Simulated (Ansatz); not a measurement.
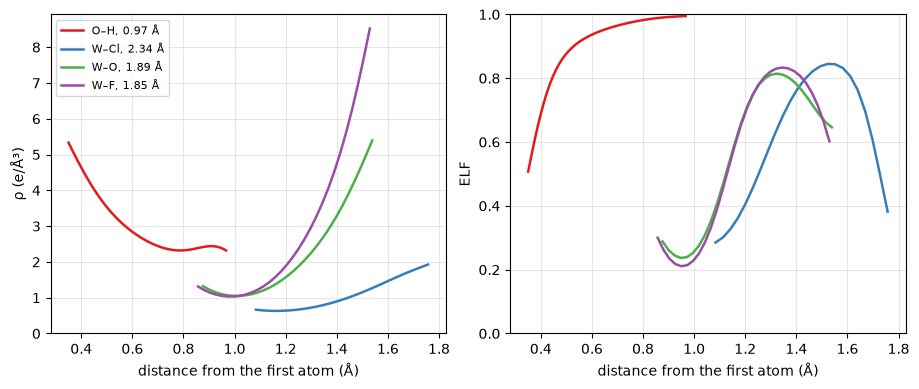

The picture shows: ClF₂H₃OW. Electron density and ELF along straight lines between neighbouring atoms. The curves leave out the atomic cores.

Core potentials replace the inner electrons of W.

Level of theory: Ansatz 0.2.0, RKS B3LYP-D4/def2-SVP.

```xyz
8

W     0.0622   -0.1885    0.0673
H     0.8863    0.6882    1.2543
O     1.7633   -1.0138   -0.0434
H     2.6041   -0.8892    0.4168
H    -0.8211    1.0024    0.8641
Cl   -1.9832   -0.4717   -1.0398
F    -0.4906   -1.3423    1.4087
F     0.5462    1.1329   -1.1393
```

Compare the contacts.

O–H (0.97 Å): the density is about 3.7 e/Å³ at the midpoint; the ELF climbs to about 1 towards the hydrogen, as it does in any bond to H (a covalent bond by its length).
W–Cl (2.34 Å): the density is about 0.63 e/Å³ at the midpoint; the ELF peaks at about 0.85 in the valence shell of Cl, 0.8 Å from its nucleus, and is about 0.35 at the midpoint.
W–O (1.89 Å): ρ at the midpoint is about 1.1 e/Å³; the ELF peaks at about 0.80 in the valence shell of O, 0.6 Å from its nucleus, and drops to about 0.25 between the two atoms.
W–F (1.85 Å): the density is about 1.1 e/Å³ at the midpoint; the ELF peaks at about 0.85 in the valence shell of F, 0.5 Å from its nucleus, and drops to about 0.20 between the two atoms.
